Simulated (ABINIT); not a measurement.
**KI (Fm-3m): G0W0 with and without spin-orbit coupling**

Aim: spinor G0W0 for KI (Fm-3m) beside the scalar-relativistic result.

Main program and level: ABINIT 10.8.3; PBE and many-body steps on it, plane waves.

## Step 1: The structure

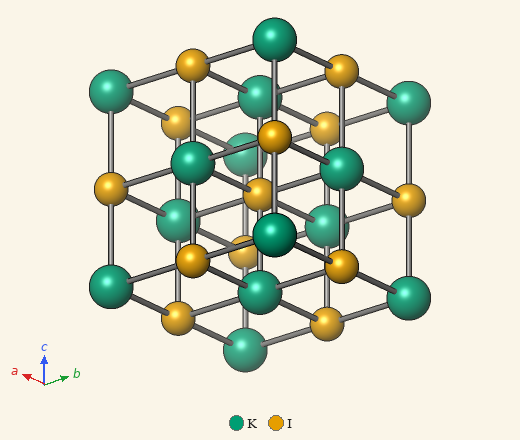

Start, viewed from a free direction; potassium teal, iodine orange. This picture shows the conventional cell, with its axes. Some periodic images of atoms are drawn too.

The cell and positions come from the Crystallography Open Database and are kept as given unless a step says otherwise. Spin-orbit coupling is left out unless a step names it.

## Step 2: Empty states on the mesh, 2×2×2 mesh, 55 bands

This step: ABINIT 10.8.3; DFT, PBE, plane waves, norm-conserving pseudopotentials.

The sums over transitions need many empty states on a uniform mesh; this step solves for them.

The input, run.abi:

```
acell 3*1.0 Angstrom
rprim 
  0.000000000000 3.532775000000 3.532775000000
  3.532775000000 0.000000000000 3.532775000000
  3.532775000000 3.532775000000 -0.000000000000
ntypat 2
znucl 19 53
natom 2
typat 1 2
xred 
  0.000000000000 0.000000000000 0.000000000000
  0.500000000000 0.500000000000 0.500000000000
pp_dirpath "pseudos"
pseudos "K.upf, I.upf"
ecut 33
ngkpt 2 2 2
nshiftk 1
shiftk 0 0 0
kptopt 1
chksymbreak 0
iscf -2
irdden 1
istwfk *1
nband 55
nbdbuf 4
tolwfr 1e-09
nstep 60
prtvol 0
indata_prefix "in"
outdata_prefix "out"
tmpdata_prefix "tmp"
```

Launch:

```
$ OMP_NUM_THREADS=1 mpirun -n 4 abinit run.abi > log
```

Numbers of over 12 decimals in the logs are rounded to 6 here.

The program printed:

```text
.Version 10.8.3 of ABINIT. v10.8.2 released Aug 2026.

 Symmetries : space group Fm -3 m (#225); Bravais cF (face-center cubic)
[... echo of the input left out ...]
== DATASET  1 ==================================================================
-   mpi_nproc: 4, omp_nthreads: 1 (-1 if OMP is not activated)
-    --> not optimal distribution: autoparal keyword recommended in input file <--

--- !DatasetInfo
iteration_state: {dtset: 1, }
dimensions: {natom: 2, nkpt: 3, mband: 55, nsppol: 1, nspinor: 1, nspden: 1, mpw: 5434, }
cutoff_energies: {ecut:  33.0, pawecutdg:  -1.0, }
[...]
0.83167    0.83167    0.83167    0.93888    1.01370    1.01370    1.01370    1.05617
   1.06846    1.06846    1.06846    1.13393    1.13393    1.13393    1.14093    1.14093
   1.14093    1.17430    1.17430    1.17430    1.17557    1.20044    1.20124
 prteigrs : prtvol=0 or 1, do not print more k-points.

== END DATASET(S) ==============================================================
================================================================================

 -outvars: echo values of variables after computation  --------
            nband          55
             nkpt           3
          spgroup         225
 [... the other variables as echoed above ...]

 Calculation completed.
```

Elapsed: 11 s, on 4 MPI ranks of Arm Neoverse V1, shared host; peak memory 0.28 GiB; 43 s of CPU time.

This step gave:

* gap: 3.962 eV
* k of the valence top: 0, 0, 0
* k of the conduction bottom: 0, 0, 0
* least direct gap: 3.962 eV
* k points computed: 3
* lowest point of the top converged band, above the valence top: 31.84 eV

On this mesh the gap is 3.962 eV.

The density comes from a self-consistent run that is not shown.

## Step 3: Screening, 2×2×2 mesh, 51 bands, screening to 98 eV

The RPA dielectric matrix is built and inverted for each q.

This step: RPA screening on PBE, plane waves, norm-conserving pseudopotentials.

run.abi: that of step 2 with these lines changed.

```diff
@@ -20,10 +20,11 @@
 chksymbreak 0
-iscf -2
-irdden 1
 istwfk *1
-nband 55
-nbdbuf 4
-tolwfr 1e-09
-nstep 60
-prtvol 0
+occopt 1
+irdwfk 1
+optdriver 3
+nband 51
+ecuteps 3.6
+inclvkb 0
+awtr 1
+symchi 1
 indata_prefix "in"
```

The program printed:

```text
.Version 10.8.3 of ABINIT. v10.8.2 released Aug 2026.

 Symmetries : space group Fm -3 m (#225); Bravais cF (face-center cubic)
[... echo of the input left out ...]
== DATASET  1 ==================================================================
-   mpi_nproc: 4, omp_nthreads: 1 (-1 if OMP is not activated)

--- !DatasetInfo
iteration_state: {dtset: 1, }
dimensions: {natom: 2, nkpt: 3, mband: 51, nsppol: 1, nspinor: 1, nspden: 1, mpw: 5434, }
cutoff_energies: {ecut:  33.0, pawecutdg:  -1.0, }
electrons: {nelect:   1.60000000E+01, charge:   0.00000000E+00, occopt:   1.00000000E+00, tsmear:   1.00000000E-02, }

 SCREENING: Calculation of the susceptibility and dielectric matrices

 Based on a program developped by R.W. Godby, V. Olevano, G. Onida, and L. Reining.
 Incorporated in ABINIT by V. Olevano, G.-M. Rignanese, and M. Torrent.
.Using double precision arithmetic ; gwpc =  8

[... cell and pseudopotentials left out ...]
--------------------------------------------------------------------------------

 ==== K-mesh for the wavefunctions ====
 Number of points in the irreducible wedge :     3
[... list of points left out ...]
 Together with 48 symmetry operations and time-reversal symmetry
 yields     8 points in the full Brillouin Zone.

 ==== Q-mesh for the screening function ====
 Number of points in the irreducible wedge :     3
[... list of points left out ...]
 Together with 48 symmetry operations and time-reversal symmetry
 yields     8 points in the full Brillouin Zone.

 setmesh: FFT mesh size selected  =    36x   36x   36
          total number of points  =        46656

 vcoul_init : cutoff-mode = AUXILIARY_FUNCTION
 q-points for optical limit:   1
     1)      0.000010    0.000020    0.000030

- screening: taking advantage of time-reversal symmetry
- Maximum band index for partially occupied states nbvw = 8
- Remaining bands to be divided among processors   nbcw = 43
- Number of bands treated by each node ~10

 Number of electrons calculated from density =   16.0000; Expected =   16.0000
 average of density, n =  0.026887
 r_s =    2.0707
 omega_plasma =   15.8172 [eV]

 calculating chi0 at frequencies [eV] :
  1    0.000000E+00    0.000000E+00
  2    0.000000E+00    1.581715E+01

--------------------------------------------------------------------------------
  q-point number  1        q = ( 0.000000, 0.000000, 0.000000) [r.l.u.]
--------------------------------------------------------------------------------
[... chi0 elements left out ...]
 For q-point:  0.000010 0.000020 0.000030
  dielectric constant =   2.9732
  dielectric constant without local fields =   3.5909

  Average fulfillment of the sum rule on Im[epsilon] for q-point    1 :     61.61  [%]
[... wings left out ...]
  q-point number  2        q = ( 0.500000, 0.000000, 0.000000) [r.l.u.]
--------------------------------------------------------------------------------
[... chi0 elements left out ...]
  Average fulfillment of the sum rule on Im[epsilon] for q-point    2 :     72.08  [%]

 [... 1 further q-points ...]
```

Wall time 3.2 s (4 MPI ranks); peak memory 0.51 GiB.

This step gave:

```yaml
eps_infinity_with_local_fields_on_this_mesh_along_the_program_s_q_direction: 2.973
the_same_without_local_fields: 3.591
plasma_frequency: 15.82 eV
plane_waves_in_the_screening_matrix: 181
```

Local fields lower ε∞ by 17 %. On a Γ-centred mesh this coarse the value itself is usually too large, while a short band sum pulls it down.

## Step 4: Scalar-relativistic

The self-energy is evaluated for the states that the input lists, and the levels follow from it, in one-shot runs by the linearised quasiparticle equation.

This step: G0W0 on PBE, plane waves, norm-conserving pseudopotentials.

run.abi: that of step 3 with these lines changed.

```diff
@@ -23,8 +23,15 @@
 irdwfk 1
-optdriver 3
+optdriver 4
 nband 51
+gwcalctyp 0
+ecutsigx 33
+symsigma 1
+nkptgw 1
+kptgw 
+  0.0000000000 0.0000000000 0.0000000000
+bdgw 
+  6 12
 ecuteps 3.6
-inclvkb 0
-awtr 1
-symchi 1
+irdscr 1
+ppmodel 1
 indata_prefix "in"
```

The program printed:

```text
.Version 10.8.3 of ABINIT. v10.8.2 released Aug 2026.

 Symmetries : space group Fm -3 m (#225); Bravais cF (face-center cubic)
[... echo of the input left out ...]
== DATASET  1 ==================================================================
-   mpi_nproc: 4, omp_nthreads: 1 (-1 if OMP is not activated)

--- !DatasetInfo
iteration_state: {dtset: 1, }
dimensions: {natom: 2, nkpt: 3, mband: 51, nsppol: 1, nspinor: 1, nspden: 1, mpw: 5434, }
cutoff_energies: {ecut:  33.0, pawecutdg:  -1.0, }
electrons: {nelect:   1.60000000E+01, charge:   0.00000000E+00, occopt:   1.00000000E+00, tsmear:   1.00000000E-02, }

 SIGMA: Calculation of the GW corrections

 Based on a program developped by R.W. Godby, V. Olevano, G. Onida, and L. Reining.
 Incorporated in ABINIT by V. Olevano, G.-M. Rignanese, and M. Torrent.
.Using double precision arithmetic ; gwpc =  8

[... cell and pseudopotentials left out ...]
--------------------------------------------------------------------------------

 ==== K-mesh for the wavefunctions ====
 Number of points in the irreducible wedge :     3
[... list of points left out ...]
 Together with 48 symmetry operations and time-reversal symmetry
 yields     8 points in the full Brillouin Zone.

 ==== Q-mesh for screening function ====
 Number of points in the irreducible wedge :     3
[... list of points left out ...]
 Together with 48 symmetry operations and time-reversal symmetry
 yields     8 points in the full Brillouin Zone.

 vcoul_init : cutoff-mode = AUXILIARY_FUNCTION
 q-points for optical limit:   1
     1)      0.000010    0.000020    0.000030
 setmesh: FFT mesh size selected  =    50x   50x   50
          total number of points  =       125000

 Number of electrons calculated from density =   16.0000; Expected =   16.0000
 average of density, n =  0.026887
 r_s =    2.0707
 omega_plasma =   15.8172 [eV]

 === KS Band Gaps ===
  >>>> For spin  1
   Minimum direct gap =   3.9625 [eV], located at k-point      :   0.0000  0.0000  0.0000
   Fundamental gap    =   3.9625 [eV], Top of valence bands at :   0.0000  0.0000  0.0000
                                       Bottom of conduction at :   0.0000  0.0000  0.0000
 SIGMA fundamental parameters:
 PLASMON POLE MODEL  1
 number of plane-waves for SigmaX                 5329
 number of plane-waves for SigmaC and W            181
 number of plane-waves for wavefunctions          5329
 number of bands                                    51
 number of independent spin polarizations            1
 number of spinorial components                      1
 number of k-points in IBZ                           3
 number of q-points in IBZ                           3
 number of symmetry operations                      48
 number of k-points in BZ                            8
 number of q-points in BZ                            8
 number of frequencies for dSigma/dE                 9
 frequency step for dSigma/dE [eV]                0.25
 number of omega for Sigma on real axis              0
 max omega for Sigma on real axis  [eV]           0.00
 zcut for avoiding poles [eV]                     0.10

 EPSILON^-1 parameters (SCR file):
 dimension of the eps^-1 matrix on file            181
 dimension of the eps^-1 matrix used               181
 number of plane-waves for wavefunctions          5329
 number of bands                                    51
 number of q-points in IBZ                           3
 number of frequencies                               2
 number of real frequencies                          1
 number of imag frequencies                          1

 matrix elements of self-energy operator (all in [eV])

 Perturbative Calculation

--- !SelfEnergy_ee
iteration_state: {dtset: 1, }
kpoint     : [   0.000,    0.000,    0.000, ]
spin       : 1
KS_gap     :    3.962
QP_gap     :    5.671
Delta_QP_KS:    1.708
data: !SigmaeeData |
     Band     E0 <VxcDFT>   SigX SigC(E0)      Z dSigC/dE  Sig(E)    E-E0       E
        6   0.119 -11.197 -13.900   1.740   0.821  -0.218 -11.987  -0.790  -0.671
        7   0.119 -11.197 -13.900   1.740   0.821  -0.218 -11.987  -0.790  -0.671
        8   0.119 -11.197 -13.900   1.740   0.821  -0.218 -11.987  -0.790  -0.671
        9   4.081  -6.337  -2.612  -2.650   0.855  -0.170  -5.419   0.918   4.999
       10   6.624  -7.721  -3.357  -2.606   0.850  -0.177  -6.227   1.494   8.118
       11   6.624  -7.721  -3.357  -2.606   0.850  -0.177  -6.227   1.494   8.118
       12   6.624  -7.721  -3.357  -2.606   0.850  -0.177  -6.227   1.494   8.118

== END DATASET(S) ==============================================================
================================================================================

 -outvars: echo values of variables after computation  --------
           etotal      0.0000000000E+00
            nband          51
             nkpt           3
          spgroup         225
 [... the other variables as echoed above ...]

 Calculation completed.
```

Run time: 3.4 s. Hardware: 4 MPI ranks; peak memory 0.57 GiB.

Numbers from this step:

| Quantity | Value |
| --- | --- |
| G0W0 gap on the points computed | 5.67 eV |
| starting gap on the mesh | 3.962 eV |
| k of the valence top | 0, 0, 0 |
| k of the conduction bottom | 0, 0, 0 |
| Z at the valence top | 0.821 |
| Z at the conduction bottom | 0.855 |
| least direct G0W0 gap on the computed points | 5.67 eV |

The gap on the mesh goes from 3.96 eV to 5.67 eV, a correction of +1.71 eV.

## Step 5: Empty states on the mesh, 2×2×2 mesh, 112 bands

This step: DFT, PBE with spin-orbit coupling, plane waves, norm-conserving pseudopotentials.

run.abi: that of step 4 with these lines changed.

```diff
@@ -15,2 +15,3 @@
 ecut 33
+nspinor 2
 ngkpt 2 2 2
@@ -20,18 +21,10 @@
 chksymbreak 0
+iscf -2
+irdden 1
 istwfk *1
-occopt 1
-irdwfk 1
-optdriver 4
-nband 51
-gwcalctyp 0
-ecutsigx 33
-symsigma 1
-nkptgw 1
-kptgw 
-  0.0000000000 0.0000000000 0.0000000000
-bdgw 
-  6 12
-ecuteps 3.6
-irdscr 1
-ppmodel 1
+nband 112
+nbdbuf 10
+tolwfr 1e-09
+nstep 60
+prtvol 0
 indata_prefix "in"
```

The program printed:

```text
.Version 10.8.3 of ABINIT. v10.8.2 released Aug 2026.

 Symmetries : space group Fm -3 m (#225); Bravais cF (face-center cubic)
[... echo of the input left out ...]
== DATASET  1 ==================================================================
-   mpi_nproc: 4, omp_nthreads: 1 (-1 if OMP is not activated)
-    --> not optimal distribution: autoparal keyword recommended in input file <--

--- !DatasetInfo
iteration_state: {dtset: 1, }
dimensions: {natom: 2, nkpt: 3, mband: 112, nsppol: 1, nspinor: 2, nspden: 1, mpw: 5434, }
cutoff_energies: {ecut:  33.0, pawecutdg:  -1.0, }
[...]
1.14209    1.14209    1.16749    1.16749    1.17543    1.17543    1.17738    1.17738
   1.17738    1.17738    1.20060    1.20061    1.20063    1.20112    1.21930    1.21932
 prteigrs : prtvol=0 or 1, do not print more k-points.

== END DATASET(S) ==============================================================
================================================================================

 -outvars: echo values of variables after computation  --------
            nband         112
             nkpt           3
          spgroup         225
 [... the other variables as echoed above ...]

 Calculation completed.
```

The job ended after 66 s (4 MPI ranks; peak memory 0.38 GiB).

This step gave:

| Property | Result |
| --- | --- |
| gap | 3.641 eV |
| k of the valence top | 0, 0, 0 |
| k of the conduction bottom | 0, 0, 0 |
| least direct gap | 3.641 eV |
| k points computed | 3 |
| lowest point of the top converged band, above the valence top | 31.54 eV |

On this mesh the gap is 3.641 eV.

The density comes from a self-consistent run that is not shown, made with spin-orbit coupling and fully relativistic files.

## Step 6: Screening, 2×2×2 mesh, 102 bands, screening to 98 eV

This step: RPA screening on PBE with spin-orbit coupling, plane waves, norm-conserving pseudopotentials.

run.abi: that of step 5 with these lines changed.

```diff
@@ -21,10 +21,11 @@
 chksymbreak 0
-iscf -2
-irdden 1
 istwfk *1
-nband 112
-nbdbuf 10
-tolwfr 1e-09
-nstep 60
-prtvol 0
+occopt 1
+irdwfk 1
+optdriver 3
+nband 102
+ecuteps 3.6
+inclvkb 0
+awtr 1
+symchi 1
 indata_prefix "in"
```

The program printed:

```text
.Version 10.8.3 of ABINIT. v10.8.2 released Aug 2026.

 Symmetries : space group Fm -3 m (#225); Bravais cF (face-center cubic)
[... echo of the input left out ...]
== DATASET  1 ==================================================================
-   mpi_nproc: 4, omp_nthreads: 1 (-1 if OMP is not activated)

--- !DatasetInfo
iteration_state: {dtset: 1, }
dimensions: {natom: 2, nkpt: 3, mband: 102, nsppol: 1, nspinor: 2, nspden: 1, mpw: 5434, }
cutoff_energies: {ecut:  33.0, pawecutdg:  -1.0, }
electrons: {nelect:   1.60000000E+01, charge:   0.00000000E+00, occopt:   1.00000000E+00, tsmear:   1.00000000E-02, }

 SCREENING: Calculation of the susceptibility and dielectric matrices

 Based on a program developped by R.W. Godby, V. Olevano, G. Onida, and L. Reining.
 Incorporated in ABINIT by V. Olevano, G.-M. Rignanese, and M. Torrent.
.Using double precision arithmetic ; gwpc =  8

[... cell and pseudopotentials left out ...]
--------------------------------------------------------------------------------

 ==== K-mesh for the wavefunctions ====
 Number of points in the irreducible wedge :     3
[... list of points left out ...]
 Together with 48 symmetry operations and time-reversal symmetry
 yields     8 points in the full Brillouin Zone.

 ==== Q-mesh for the screening function ====
 Number of points in the irreducible wedge :     3
[... list of points left out ...]
 Together with 48 symmetry operations and time-reversal symmetry
 yields     8 points in the full Brillouin Zone.

 setmesh: FFT mesh size selected  =    36x   36x   36
          total number of points  =        46656

 vcoul_init : cutoff-mode = AUXILIARY_FUNCTION
 q-points for optical limit:   1
     1)      0.000010    0.000020    0.000030

- screening: taking advantage of time-reversal symmetry
- Maximum band index for partially occupied states nbvw = 16
- Remaining bands to be divided among processors   nbcw = 86
- Number of bands treated by each node ~21

 Number of electrons calculated from density =   16.0000; Expected =   16.0000
 average of density, n =  0.026887
 r_s =    2.0707
 omega_plasma =   15.8172 [eV]

 calculating chi0 at frequencies [eV] :
  1    0.000000E+00    0.000000E+00
  2    0.000000E+00    1.581715E+01

--------------------------------------------------------------------------------
  q-point number  1        q = ( 0.000000, 0.000000, 0.000000) [r.l.u.]
--------------------------------------------------------------------------------
[... chi0 elements left out ...]
 For q-point:  0.000010 0.000020 0.000030
  dielectric constant =   3.0209
  dielectric constant without local fields =   3.6420

  Average fulfillment of the sum rule on Im[epsilon] for q-point    1 :     61.61  [%]
[... wings left out ...]
  q-point number  2        q = ( 0.500000, 0.000000, 0.000000) [r.l.u.]
--------------------------------------------------------------------------------
[... chi0 elements left out ...]
  Average fulfillment of the sum rule on Im[epsilon] for q-point    2 :     72.12  [%]

 [... 1 further q-points ...]
```

The job ended after 10 s (4 MPI ranks; peak memory 1.1 GiB).

This step gave:

```yaml
eps_infinity_with_local_fields_on_this_mesh_along_the_program_s_q_direction: 3.021
the_same_without_local_fields: 3.642
plasma_frequency: 15.82 eV
plane_waves_in_the_screening_matrix: 181
```

(Part 1 of 2 ends here.)

[Paths, hosts, dates, memory and timing lines, banners, echoed tables and standing remarks are left out of the program output.]

[Logs are printed without paths, hosts, clocks, repeated set-up lines and the standing remarks that a program may print on its own settings, such as how far it seeks lower states.]

[Runs of the session that timed out or met a known fault of the program may be left out.]

[Hosts, paths, dates, database ids (printed as entryN), source tags and the programs' standing remarks are cut or masked in the printed files.]

[G0W0 gaps are taken among the corrected bands and points alone; a level outside them can change the order at an edge.]

[Where Ansatz stands beside ABINIT at settings called matched, ABINIT's density can come from a denser mesh and the files from another edition; pairs whose starting gaps differed by over 0.03 eV were left out, so agreement reads better than it is.]
